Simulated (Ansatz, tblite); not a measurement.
# SiHMe2(SiH3) (C₂H₁₀Si₂): which spin state is lowest

Is the singlet the ground state of SiHMe2(SiH3) (C₂H₁₀Si₂)? Other spin states are computed and compared level by level.

The runs use Ansatz 0.2.0, Gaussian basis; as each input shows.

The runs, in order: triplet, at the geometry of the singlet (GFN1-xTB, GFN2-xTB, PBE0-D4/def2-TZVP, PBE-D4/def2-TZVP, r2SCAN-D4/def2-TZVP); the singlet's energies come from earlier runs.

## 1. The geometry

The geometry is that of the singlet, from an earlier relaxation (PBE-D4/def2-SVP).

14 atoms, charge 0, spin multiplicity 1.

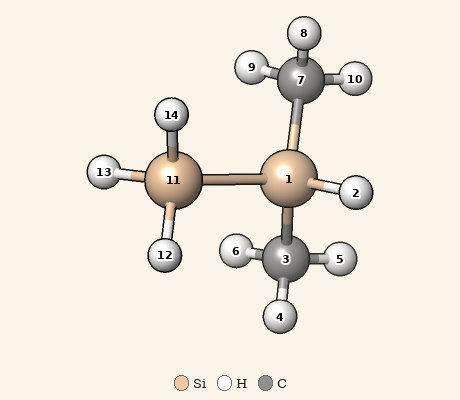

The geometry (silicon light orange, hydrogen white, carbon grey); atoms are numbered from 1 in the order of the file.

## 2. Triplet at the fixed geometry, GFN1-xTB

Tight binding, by tblite at 300 K electronic temperature and without a spin-polarisation term:

```python
tblite.interface.Calculator('GFN1-xTB', numbers, positions, charge=0, uhf=2).singlepoint()
```

Energy -357.6979 eV; 0.031 s.

## 3. Triplet at the fixed geometry, GFN2-xTB

Tight binding, by tblite at 300 K electronic temperature and without a spin-polarisation term:

```python
tblite.interface.Calculator('GFN2-xTB', numbers, positions, charge=0, uhf=2).singlepoint()
```

Energy -344.0765 eV; 0.025 s.

## 4. Triplet at the fixed geometry, PBE0-D4/def2-TZVP

Input file in.yaml:

```yaml
crystal:
  periodic: [false, false, false]
  atoms:
    - {symbol: Si, position_ang: [0.082956, 0.143510, 0.548718]}
    - {symbol: H, position_ang: [0.077947, 0.135443, 2.059559]}
    - {symbol: C, position_ang: [1.876745, 0.127986, -0.066495]}
    - {symbol: H, position_ang: [2.421463, -0.762717, 0.307106]}
    - {symbol: H, position_ang: [2.417798, 1.031787, 0.282254]}
    - {symbol: H, position_ang: [1.913079, 0.111932, -1.174954]}
    - {symbol: C, position_ang: [-0.830235, 1.688255, -0.064576]}
    - {symbol: H, position_ang: [-1.871107, 1.714708, 0.316930]}
    - {symbol: H, position_ang: [-0.870550, 1.710883, -1.172752]}
    - {symbol: H, position_ang: [-0.315485, 2.609092, 0.279447]}
    - {symbol: Si, position_ang: [-1.033986, -1.794919, -0.192661]}
    - {symbol: H, position_ang: [-0.403930, -3.046486, 0.364452]}
    - {symbol: H, position_ang: [-0.977881, -1.884801, -1.698479]}
    - {symbol: H, position_ang: [-2.486816, -1.784663, 0.211453]}
basis:
  gaussian: {orbitals: def2-TZVP}
magnetization: {spin_polarized: true, initial_magnetization: 2}
hamiltonian: {xc: pbe0, dispersion: d4}
scf: {omitted_lower_state_checks: [starts]}
output: {orbitals: {seedname: orbitals}}
```

Started as:

```console
ansatz run in.yaml --threads 4 --pin off --events-out ev --progress --plain --max-ram 3916MiB
```

The log of the run:

```text
Functional definition: PBE0
  name "PBE0"
  cite "Adamo & Barone, J. Chem. Phys. 110, 6158 (1999) doi:10.1063/1.478522"
  cite "Perdew, Burke & Ernzerhof, Phys. Rev. Lett. 77, 3865 (1996) doi:10.1103/PhysRevLett.77.3865"
  parent pbe
  parameter a = 0.25
  parameter kappa = 0.804
  parameter beta = 0.06672455060314922
  exchange = (1 - a)*pbe_x(kappa = kappa, mu = beta*pi^2/3) + a*exact_x
  correlation = pbe_c(beta = beta)
these checks for a lower state are left out or cut short: starts
1336 factors; their error is unknown
mean field evaluation 1: about -17968.7739 eV, gradient 4.6e1 eV
mean field evaluation 2: about -17956.8127 eV, gradient 5.8e1 eV
mean field evaluation 4: about -17978.5156 eV, gradient 3.3e0 eV
mean field evaluation 8: about -17978.5987 eV, gradient 1.7e-1 eV
mean field evaluation 16: about -17978.6555 eV, gradient 1.7e-3 eV
mean field evaluation 32: about -17978.6555 eV, gradient 2.6e-5 eV
mean field -17978.65550858 eV, -660.7034035698 hartree, gradient 7.6e-6 eV, S^2 2.005214; 0 other end points of the search recorded, 0 dependent functions left out
reference -17978.65555049 eV, -660.7034051101 hartree; 26, 24 occupied and 170, 172 virtual orbitals, 1336 factors
Total energy: -17978.90389174 eV, -660.7125314827 hartree
Checks for a lower state left out: starts
```

It took 35 s on 4 threads of Intel Xeon at 2.50GHz, shared host; peak memory 0.82 GiB.

HOMO -1.98 eV, LUMO -5.61 eV (over both spins; with the spin held, an empty level of the minority spin lies below the top filled one); ⟨S²⟩ 2.005 (pure: 2.00).

## 5. Triplet at the fixed geometry, PBE-D4/def2-TZVP

start.molden holds the orbitals of an earlier run on this state, given as this run's starting guess.

Changes to in.yaml since step 4:

```diff
@@ -18,5 +18,5 @@
 basis:
-  gaussian: {orbitals: def2-TZVP}
+  gaussian: {orbitals: def2-TZVP, initial_orbitals: start.molden}
 magnetization: {spin_polarized: true, initial_magnetization: 2}
-hamiltonian: {xc: pbe0, dispersion: d4}
+hamiltonian: {xc: pbe, dispersion: d4}
 scf: {omitted_lower_state_checks: [starts]}
```

The command is unchanged.

The log of the run:

```text
Functional definition: PBE
  name "PBE"
  cite "Perdew, Burke & Ernzerhof, Phys. Rev. Lett. 77, 3865 (1996) doi:10.1103/PhysRevLett.77.3865"
  parent pbe
  parameter kappa = 0.804
  parameter beta = 0.06672455060314922
  exchange = pbe_x(kappa = kappa, mu = beta*pi^2/3)
  correlation = pbe_c(beta = beta)
these checks for a lower state are left out or cut short: starts
1304 factors; their error is unknown
mean field evaluation 1: about -17976.6201 eV, gradient 7.3e0 eV
mean field evaluation 2: about -17976.7381 eV, gradient 1.8e-1 eV
mean field evaluation 4: about -17976.7021 eV, gradient 3.2e-3 eV
mean field evaluation 8: about -17976.7021 eV, gradient 2.2e-5 eV
mean field -17976.70211914 eV, -660.6316178319 hartree, gradient 6.7e-6 eV, S^2 2.003991; 0 other end points of the search recorded, 0 dependent functions left out
reference -17976.70217503 eV, -660.6316198860 hartree; 26, 24 occupied and 170, 172 virtual orbitals, 1304 factors
Total energy: -17976.99207254 eV, -660.6422734229 hartree
Checks for a lower state left out: starts
```

It took 16 s on 4 threads of Intel Xeon at 2.50GHz, shared host.

From the report: HOMO -1.26 eV, LUMO -6.46 eV (over both spins; with the spin held, an empty level of the minority spin lies below the top filled one); ⟨S²⟩ 2.004 (pure: 2.00).

## 6. Triplet at the fixed geometry, r2SCAN-D4/def2-TZVP

Changes to in.yaml since step 5:

```diff
@@ -20,3 +20,3 @@
 magnetization: {spin_polarized: true, initial_magnetization: 2}
-hamiltonian: {xc: pbe, dispersion: d4}
+hamiltonian: {xc: r2scan, dispersion: d4}
 scf: {omitted_lower_state_checks: [starts]}
```

Same command.

The log of the run, cut to the lines that bear on the results:

```text
Functional definition: r2SCAN
  name "r2SCAN"
  cite "Furness, Kaplan, Ning, Perdew & Sun, J. Phys. Chem. Lett. 11, 8208 (2020) doi:10.1021/acs.jpclett.0c02405"
  cite "Furness, Kaplan, Ning, Perdew & Sun, J. Phys. Chem. Lett. 11, 9248 (2020) doi:10.1021/acs.jpclett.0c03077"
  parent r2scan
[...]
1304 factors; their error is unknown
[...]
mean field -17985.34377986 eV, -660.9491930061 hartree, gradient 7.8e-6 eV, S^2 2.007997; 0 other end points of the search recorded, 0 dependent functions left out
reference -17985.34379907 eV, -660.9491937120 hartree; 26, 24 occupied and 170, 172 virtual orbitals, 1304 factors
Total energy: -17985.41858714 eV, -660.9519421230 hartree
Checks for a lower state left out: starts
```

Wall time 48 s (4 threads of Intel Xeon at 2.50GHz, shared host); peak memory 0.59 GiB.

Report: HOMO -1.37 eV, LUMO -6.12 eV (over both spins; with the spin held, an empty level of the minority spin lies below the top filled one); ⟨S²⟩ 2.008 (pure: 2.00).

## 7. Triplet less singlet, vertical

The singlet's energies are those of its earlier runs, whose logs aren't repeated here.

| level | triplet less singlet, vertical (kcal/mol) | time |
| --- | --- | --- |
| GFN1-xTB | +105.0 | 0.057 s |
| GFN2-xTB | +101.5 | 0.041 s |
| PBE-D4/def2-TZVP | +132.5 | 21 s |
| r2SCAN-D4/def2-TZVP | +134.7 | 56 s |
| PBE0-D4/def2-TZVP | +137.7 | 41 s |

Times add the two runs; a level without a time comes out of a correlated run. Tight binding without a spin term can't rank spin states.

## 8. Summary of results

| quantity | value |
| --- | --- |
| triplet less singlet, vertical, functionals in def2-TZVP | +132.5 (PBE-D4) to +137.7 kcal/mol (PBE0-D4) |

What this shows: All functionals put the triplet above the singlet, over a spread of 5.2 kcal/mol. The checks for a lower triplet were left out, so another state of that spin may lie lower. These are electronic energies, without zero-point motion, entropy or surroundings.
